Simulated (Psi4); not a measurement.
**Energy and gradient calculation, with input and output: SnH3O2 (part 1 of 2)**

SnH3O2, multiplicity 2, SMILES [OH][SnH][OH], computed with B3LYP/3-21G, UKS (Psi4 1.11).

The geometry comes from this level: PBE0-D4/def2-TZVP.

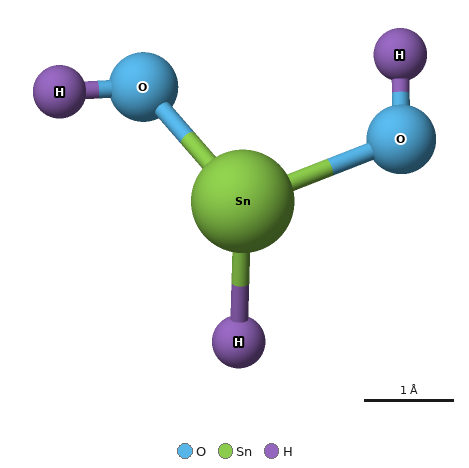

*The input geometry (ball-and-stick view, seen on its broad side). Sticks mark near contacts.*

Input (h3o2sn.in)
```
memory 1600 mb

molecule molecule1 {
  0 2
  O     -2.35894512    -1.29389548    -0.44106208
  Sn     0.78801579     0.57164215    -1.20866883
  O      2.67188377    -0.07237651     1.92128455
  H     -3.49977278    -1.48041145    -1.83983735
  H      0.24301878     3.82877410    -1.17975602
  H      2.23497909    -1.67429735     2.66092336
  units au
  symmetry c1
  no_reorient
  no_com
}

set reference uks
set puream true
set e_convergence 1e-09
set d_convergence 1e-08
set scf_type pk
set dft_radial_points 99
set dft_spherical_points 590
set maxiter 200

energy_value, wavefunction = gradient("b3lyp/3-21G", return_wfn=True)
oeprop(wavefunction, "WIBERG_LOWDIN_INDICES", "MAYER_INDICES", "LOWDIN_CHARGES")
print_variables()
```

Command:
```bash
psi4 -i h3o2sn.in -o h3o2sn.out -n 1
```

Log
```
Psi4 1.11 release

gradient() will perform analytic gradient computation.

   => Loading Basis Set <=

    Name: 3-21G
    Role: ORBITAL
    Keyword: BASIS

         ---------------------------------------------------------
                                   SCF
                              UKS Reference
                        1 Threads,   1525 MiB Core
         ---------------------------------------------------------

  ==> Geometry <==

    Molecular point group: c1
    Full point group: C1

    Geometry (in Bohr), charge = 0, multiplicity = 2:

       Center              X                  Y                   Z               Mass
    ------------   -----------------  -----------------  -----------------  -----------------
         O           -2.358945120000    -1.293895480000    -0.441062080000    15.994914619570
         SN           0.788015790000     0.571642150000    -1.208668830000   119.902201630000
         O            2.671883770000    -0.072376510000     1.921284550000    15.994914619570
         H           -3.499772780000    -1.480411450000    -1.839837350000     1.007825032230
         H            0.243018780000     3.828774100000    -1.179756020000     1.007825032230
         H            2.234979090000    -1.674297350000     2.660923360000     1.007825032230

  Running in c1 symmetry.

  Rotational constants: A =      0.21532  B =      0.16268  C =      0.09856 [cm^-1]
  Rotational constants: A =   6455.01449  B =   4876.93426  C =   2954.88659 [MHz]
  Nuclear repulsion =  276.879869384590677

  Charge       = 0
  Multiplicity = 2
  Electrons    = 69
  Nalpha       = 35
  Nbeta        = 34

  ==> Algorithm <==

  SCF Algorithm Type is PK.
  DIIS enabled.
  MOM disabled.
  Fractional occupation disabled.
  Guess Type is SAD.
  Energy threshold   = 1.00e-09
  Density threshold  = 1.00e-08
  Integral threshold = 1.00e-12

  ==> Primary Basis <==

  Basis Set: 3-21G
    Blend: 3-21G
    Number of shells: 29
    Number of basis functions: 55
    Number of Cartesian functions: 57
    Spherical Harmonics?: true
    Max angular momentum: 2

  ==> DFT Potential <==

   => LibXC <=

    Version 7.1.2

   => Composite Functional: B3LYP <=

    B3LYP Hyb-GGA Exchange-Correlation Functional

    Deriv               =              1
    GGA                 =           TRUE
    Meta                =          FALSE

    Exchange Hybrid     =           TRUE
    MP2 Hybrid          =          FALSE

   => Exchange Functionals <=

    0.0800   Slater exchange
    0.7200         Becke 88

   => Exact (HF) Exchange <=

    0.2000               HF

   => Correlation Functionals <=

    0.1900   Vosko, Wilk & Nusair (VWN5_RPA)
    0.8100   Lee, Yang & Parr

   => LibXC Density Thresholds  <==

    XC_HYB_GGA_XC_B3LYP:  1.00E-15

   => Molecular Quadrature <=

    Radial Scheme          =       TREUTLER
    Pruning Scheme         =           NONE
    Nuclear Scheme         =       TREUTLER

    Blocking Scheme        =         OCTREE
    BS radius alpha        =              1
    Pruning alpha          =              1
    Radial Points          =             99
    Spherical Points       =            590
    Total Points           =         334804
    Total Blocks           =           2445
    Max Points             =            256
    Max Functions          =             53
    Weights Tolerance      =       1.00E-15

  ==> Integral Setup <==

  Using in-core PK algorithm.
   Calculation information:
      Number of atoms:                   6
      Number of AO shells:              29
      Number of primitives:             60
      Number of atomic orbitals:        57
      Number of basis functions:        55

      Integral cutoff                 1.00e-12
      Number of threads:                 1

  Performing in-core PK
  Using 2373140 doubles for integral storage.
  We computed 80845 shell quartets total.
  Whereas there are 94830 unique shell quartets.

  ==> DiskJK: Disk-Based J/K Matrices <==

    J tasked:                  Yes
    K tasked:                  Yes
    wK tasked:                  No
    Memory [MiB]:              809
    Schwarz Cutoff:          1E-12

  Cached 100.0% of DFT collocation blocks in 0.327 [GiB].

  Minimum eigenvalue in the overlap matrix is 7.4630852934E-02.
  Reciprocal condition number of the overlap matrix is 2.2827169715E-02.
    Using symmetric orthogonalization.

  ==> Pre-Iterations <==

  SCF Guess: Superposition of Atomic Densities via on-the-fly atomic UHF (no occupation information).

   -------------------------
    Irrep   Nso     Nmo
   -------------------------
     A         55      55
   -------------------------
    Total      55      55
   -------------------------

  ==> Iterations <==

                        Total Energy        Delta E     RMS |[F,P]|

   @UKS iter SAD: -6146.96134059658925   -6.14696e+03   0.00000e+00
   @UKS iter   1: -6149.95258717565594   -2.99125e+00   1.42612e-02 ADIIS/DIIS
   @UKS iter   2: -6149.67941482973492    2.73172e-01   2.06488e-02 ADIIS/DIIS
   @UKS iter   3: -6150.20337287245093   -5.23958e-01   4.34947e-03 ADIIS/DIIS
   @UKS iter   4: -6150.23192534189093   -2.85525e-02   1.27191e-03 ADIIS/DIIS
   @UKS iter   5: -6150.23300777710301   -1.08244e-03   1.00126e-03 ADIIS/DIIS
   @UKS iter   6: -6150.23424874809007   -1.24097e-03   1.13891e-04 ADIIS/DIIS
   @UKS iter   7: -6150.23428114405669   -3.23960e-05   2.00994e-05 DIIS
   @UKS iter   8: -6150.23428272939600   -1.58534e-06   7.87448e-06 DIIS
   @UKS iter   9: -6150.23428292726749   -1.97871e-07   1.47318e-06 DIIS
   @UKS iter  10: -6150.23428293456072   -7.29324e-09   5.31430e-07 DIIS
   @UKS iter  11: -6150.23428293518464   -6.23913e-10   1.02035e-07 DIIS
   @UKS iter  12: -6150.23428293522011   -3.54703e-11   3.67078e-08 DIIS
   @UKS iter  13: -6150.23428293522193   -1.81899e-12   3.59628e-09 DIIS
  Energy and wave function converged.

  ==> Post-Iterations <==

   Electrons on quadrature grid:
      Nalpha   =   34.9999992508 ; deviation = -7.492e-07
      Nbeta    =   33.9999993812 ; deviation = -6.188e-07
      Ntotal   =   68.9999986320 ; deviation = -1.368e-06

   @Spin Contamination Metric:   4.092956664E-03
   @S^2 Expected:                7.500000000E-01
   @S^2 Observed:                7.540929567E-01
   @S   Expected:                5.000000000E-01
   @S   Observed:                5.000000000E-01

    Orbital Energies [Eh]
    ---------------------

    Alpha Occupied:

       1A   -1024.278971     2A   -152.017917     3A   -141.677247
       4A   -141.677044     5A   -141.676738     6A    -29.585056
       7A    -25.226157     8A    -25.224977     9A    -25.224434
      10A    -19.012521    11A    -19.010835    12A    -17.850039
      13A    -17.849477    14A    -17.848888    15A    -17.848332
      16A    -17.847927    17A     -4.771721    18A     -3.313853
      19A     -3.312547    20A     -3.312026    21A     -1.117246
      22A     -1.109372    23A     -1.101692    24A     -1.100426
      25A     -1.099994    26A     -0.964491    27A     -0.945137
      28A     -0.512786    29A     -0.452705    30A     -0.393706
      31A     -0.336870    32A     -0.307038    33A     -0.291157
      34A     -0.277979    35A     -0.199181

    Alpha Virtual:

      36A      0.002335    37A      0.026402    38A      0.080442
      39A      0.145493    40A      0.166795    41A      0.212141
      42A      0.238577    43A      0.306861    44A      0.308918
      45A      0.970922    46A      1.008659    47A      1.043002
      48A      1.422471    49A      1.483706    50A      1.516396
      51A      1.547590    52A      1.640135    53A      1.708999
      54A      2.611247    55A      2.735979

    Beta Occupied:

       1A   -1024.278473     2A   -152.017496     3A   -141.676811
       4A   -141.676573     5A   -141.676272     6A    -29.584393
       7A    -25.224933     8A    -25.224466     9A    -25.224133
      10A    -19.008270    11A    -19.006904    12A    -17.849554
      13A    -17.848861    14A    -17.848119    15A    -17.847987
      16A    -17.847585    17A     -4.769863    18A     -3.311781
      19A     -3.311246    20A     -3.310366    21A     -1.114770
      22A     -1.106673    23A     -1.098793    24A     -1.098252
      25A     -1.097994    26A     -0.954415    27A     -0.935412
      28A     -0.504440    29A     -0.448076    30A     -0.377122
      31A     -0.313082    32A     -0.289919    33A     -0.282076
      34A     -0.259719

    Beta Virtual:

      35A     -0.117277    36A      0.013538    37A      0.033453
      38A      0.099813    39A      0.150014    40A      0.169853
      41A      0.215423    42A      0.250380    43A      0.312332
      44A      0.315452    45A      0.971245    46A      1.009859
      47A      1.071950    48A      1.434014    49A      1.496504
      50A      1.523335    51A      1.556507    52A      1.646504
      53A      1.713225    54A      2.619729    55A      2.744389

    Final Occupation by Irrep:
              A
    DOCC [    34 ]
    SOCC [     1 ]
    NA   [    35 ]
    NB   [    34 ]

  @UKS Final Energy: -6150.23428293522193

   => Energetics <=

    Nuclear Repulsion Energy =            276.8798693845906769
    One-Electron Energy =               -9036.0844496188328776
    Two-Electron Energy =                2753.3181161192383115
    DFT Exchange-Correlation Energy =    -144.3478188202182082
    Empirical Dispersion Energy =           0.0000000000000000
    VV10 Nonlocal Energy =                  0.0000000000000000
    Total Energy =                      -6150.2342829352210174

  UHF NO Occupations:
  HONO-2 :   33  A 1.9992792
  HONO-1 :   34  A 1.9991353
  HONO-0 :   35  A 1.0000000
  LUNO+0 :   36  A 0.0008647
  LUNO+1 :   37  A 0.0007208
  LUNO+2 :   38  A 0.0004205
  LUNO+3 :   39  A 0.0000129

Computation Completed

Properties will be evaluated at   0.000000,   0.000000,   0.000000 [a0]

Properties computed using the SCF density matrix

 Multipole Moments:

 ------------------------------------------------------------------------------------
     Multipole            Electronic (a.u.)      Nuclear  (a.u.)        Total (a.u.)
 ------------------------------------------------------------------------------------

 L = 1.  Multiply by 2.5417464519 to convert [e a0] to [Debye]
 Dipole X            :        -41.2665742           40.8825238           -0.3840504
 Dipole Y            :        -18.6823522           18.3259969           -0.3563553
 Dipole Z            :         48.1381966          -48.9503317           -0.8121352
 Magnitude           :                                                    0.9664613

 ------------------------------------------------------------------------------------

	total time  =         18 seconds =       0.30 minutes

         ------------------------------------------------------------
                                   SCF GRAD
         ------------------------------------------------------------

  ==> Geometry <==

    Molecular point group: c1
    Full point group: C1

    Geometry (in Bohr), charge = 0, multiplicity = 2:
```
